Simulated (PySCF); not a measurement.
## Electronic structure of C₄H₅FGaN in real space

```yaml
atoms:
  - { symbol: C, position_ang: [3.0962, 0.2533, 1.7881] }
  - { symbol: C, position_ang: [2.4888, 0.1106, 0.7547] }
  - { symbol: Ga, position_ang: [1.5764, -0.0481, -0.9628] }
  - { symbol: F, position_ang: [0.9429, 1.4647, -1.5999] }
  - { symbol: N, position_ang: [-0.3508, -0.6583, -0.3407] }
  - { symbol: C, position_ang: [-1.4052, -0.2240, -0.2132] }
  - { symbol: C, position_ang: [-2.7208, 0.2918, -0.0564] }
  - { symbol: H, position_ang: [3.6196, 0.3611, 2.6982] }
  - { symbol: H, position_ang: [1.9162, -1.0747, -2.0366] }
  - { symbol: H, position_ang: [-2.8720, 0.6003, 0.9781] }
  - { symbol: H, position_ang: [-3.4549, -0.4683, -0.3234] }
  - { symbol: H, position_ang: [-2.8351, 1.1558, -0.7122] }
```

Geometry: GFN2-xTB.

These are results of PBE0/def2-SVPD, SCF density, gas phase in PySCF, not measurements.

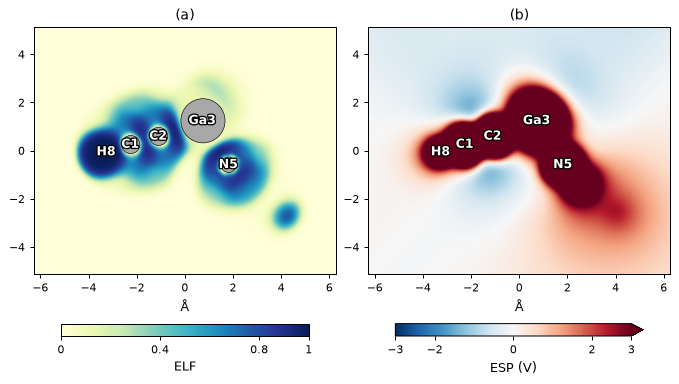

Figure 1. (a) ELF; (b) electrostatic potential on the plane of atoms C2, Ga3 and N5. Grey discs cover the atomic cores in the ELF map.

What do the fields say about this system?

The section cuts through C, Ga, N and H sites.
C–C (1.21 Å): the ELF peaks at about 0.85 between the atoms: a multiple bond.
C–Ga (1.95 Å): the ELF peaks at about 0.95 in the valence shell of C, 0.7 Å from its nucleus, and is about 0.50 at the midpoint.
Ga–N (2.12 Å): the ELF peaks at about 0.95 in the valence shell of N, 0.6 Å from its nucleus, and is about 0.20 at the midpoint.
C–H (1.06 Å): the ELF climbs to about 1 towards the hydrogen, as it does in any bond to H (a covalent bond by its length).
Outside the dense part of the molecule the potential is most negative (−1.4 V) near C1.

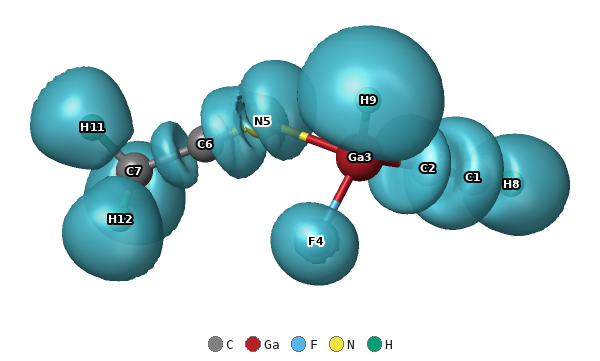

Figure 2. Isosurface of the electron localisation function at 0.75 (cyan), seen from one side. Only the valence region is drawn (cores and ρ < 0.01 e/Å³ removed).

What do the ELF domains correspond to?

The surface consists of two regions between bonded C–C atoms (shared pairs), five regions around hydrogen nuclei, one lobe of the valence shell of C pointing towards Ga (polar bonds), one region on N in which the atom's valence shell and bonds are merged and one region wrapped around F (its valence shell).


C–N (1.15 Å): the ELF peaks at about 0.85 between the atoms (a short, multiple covalent bond).

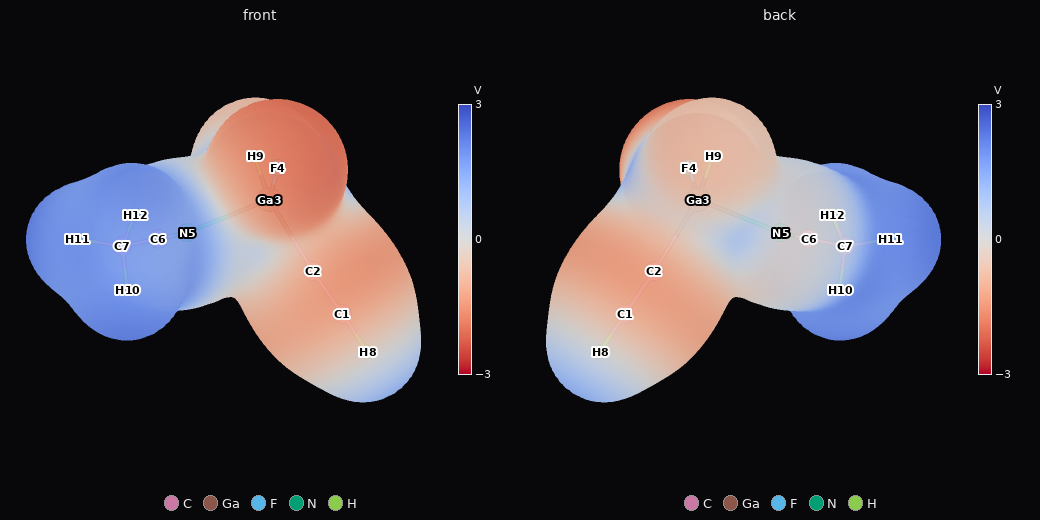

Figure 3. The electrostatic potential painted on the density surface at 0.002 e/bohr³, seen from the front and from behind; the colour scale runs from red (negative) to blue (positive).

Describe the electrostatic potential map.

The most negative region (about −2.0 V) lies over F4, the most positive (about +2.2 V) over H10 and H11.

What dipole moment does the calculation give?

Its dipole moment is 7.04 D.
